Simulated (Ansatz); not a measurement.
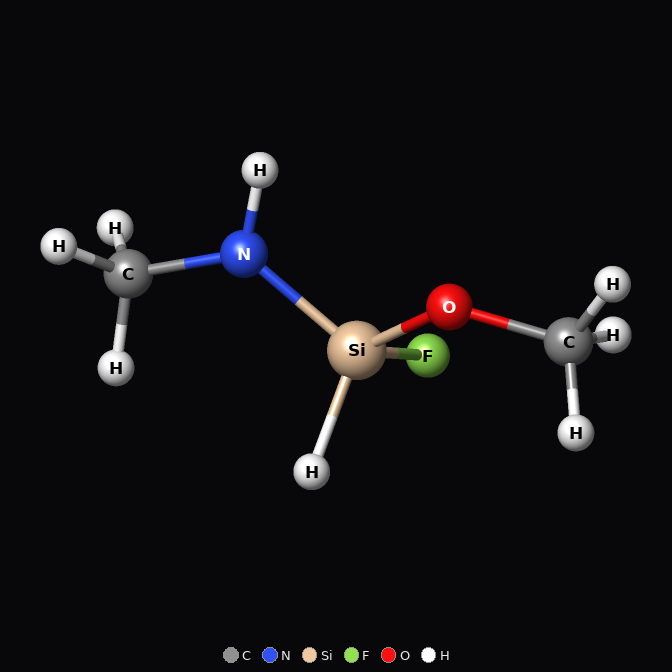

Harmonic vibrations computed with RKS PBE0-D4/def2-TZVP (Ansatz 0.2.0) at a stationary point of the same level.

Question: Minimum or transition state?

Answer: A minimum: no imaginary frequency, and the lowest mode lies at 65 cm⁻¹.

Question: How many vibrational modes are there, and where do they lie?

Answer: 36 modes: 65, 73, 78, 122, 148, 208, 310, 334, 392, 440, 754, 795, 867, 869, 915, 1105, 1148, 1156, 1175, 1186, 1223, 1416, 1464, 1484, 1485, 1499, 1500, 1521, 2257, 3022, 3028, 3077, 3096, 3112, 3126, 3638 cm⁻¹.
